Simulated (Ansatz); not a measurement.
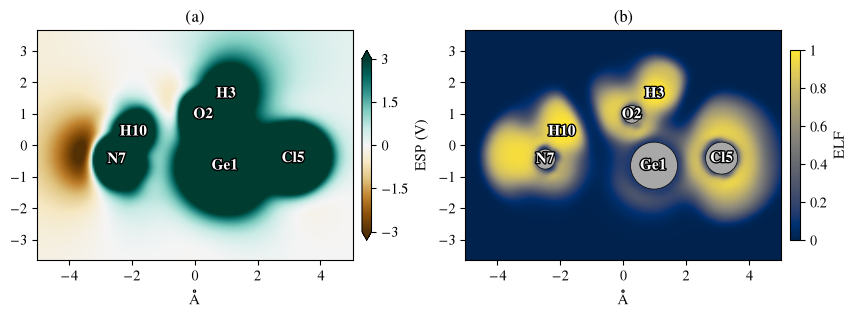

Figure. Cl$_{3}$GeHO···NH$_{3}$. (a) electrostatic potential; (b) electron localisation function on the plane of atoms Ge1, O2 and H3. Grey discs cover the atomic cores in the ELF map.

All numbers below come from RKS PBE-D4/def2-SVP (Ansatz 0.2.0).

```xyz
10

Ge   -0.1963    0.1433   -0.0231
O    -0.2704   -0.0033    1.7470
H    -0.8568    0.6983    2.0978
Cl    1.8153    0.4870   -0.7026
Cl   -1.3993    1.8557   -0.5677
Cl   -1.0148   -1.5893   -1.0017
N     1.5754   -2.4750    1.4044
H     0.8924   -2.8435    0.7310
H     2.2153   -1.8792    0.8647
H     1.0527   -1.8443    2.0256
```

Describe what can be read from this map.

The plane passes through Ge, O, H, Cl and N nuclei. O2···H10 (2.28 Å): the ELF dips to about 0.05 between them (by its geometry a hydrogen bond between the two molecules, with no shared pair). Ge–O (1.78 Å): the ELF peaks at about 0.85 in the valence shell of O, 0.6 Å from its nucleus, and is about 0.35 at the midpoint. Ge–Cl (2.16 Å): the ELF peaks at about 0.80 in the valence shell of Cl, 0.8 Å from its nucleus, and is about 0.65 at the midpoint. O–H (0.98 Å): the ELF climbs to about 1 towards the hydrogen, as it does in any bond to H (a covalent bond by its length). N–H (1.03 Å): the ELF climbs to about 1 towards the hydrogen (an ordinary covalent bond to hydrogen). The ELF also peaks beside Cl5, N7 and O2, away from the bonds: lone-pair regions. Outside the dense part of the complex the potential is most negative (−3.2 V) near N7.
